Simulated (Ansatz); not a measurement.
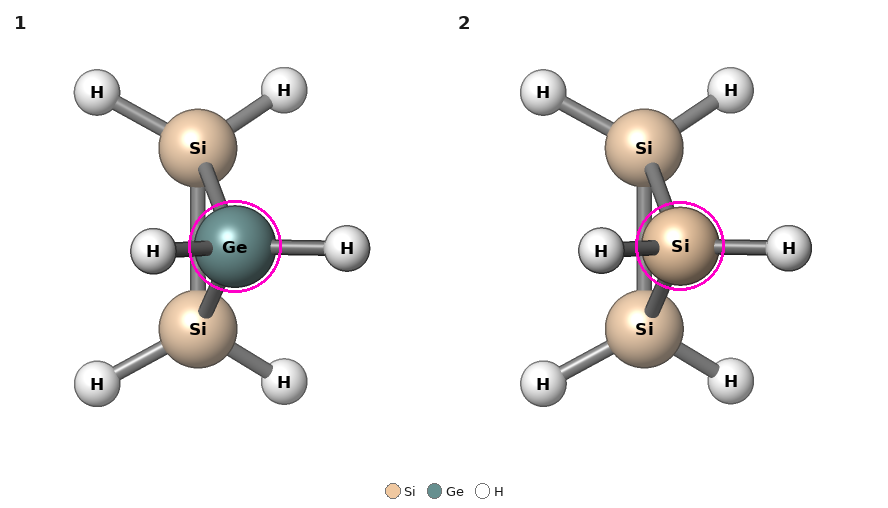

2 molecules with one skeleton, seen from the same side and at one scale; the atom that differs is circled. Each species is neutral and a spin singlet. Computed geometries: PBE0-D4/def2-TZVP optimisations, one conformation each. Properties computed with Ansatz 0.2.0.

One atom differs, called X below: Ge in panel 1, Si in panel 2. Their formulas are GeH6Si2 (`[SiH2]1[SiH2][GeH2]1`), Si3H6 (`[SiH2]1[SiH2][SiH2]1`).

### In which is the dipole moment larger (B3LYP-D4/def2-TZVPP)?

In panel 1 (X = Ge).

### In which is the mean length of X–H larger (PBE0-D4/def2-TZVP)?

In panel 1 (X = Ge).

Give the values. With PBE0-D4/def2-TZVP: mean length of X–H (Å), mean length of X–Si (Å), angle Si–X–Si (°), harmonic zero-point energy (kJ/mol). With ωB97M-V/def2-SVP: HOMO energy (Kohn–Sham orbital) (eV), HOMO–LUMO gap (eV). With B3LYP-D4/def2-TZVPP: dipole moment (D).

```csv
quantity,1 (Ge),2 (Si),2 − 1
mean length of X–H (Å),1.531,1.484,−0.047
mean length of X–Si (Å),2.381,2.330,−0.051
angle Si–X–Si (°),58.6,60.0,+1.4
HOMO energy (Kohn–Sham orbital) (eV),−8.66,−8.87,−0.21
HOMO–LUMO gap (eV),9.79,9.77,−0.02
dipole moment (D),0.11,0.00,−0.11
harmonic zero-point energy (kJ/mol),126.5,129.1,+2.6
```
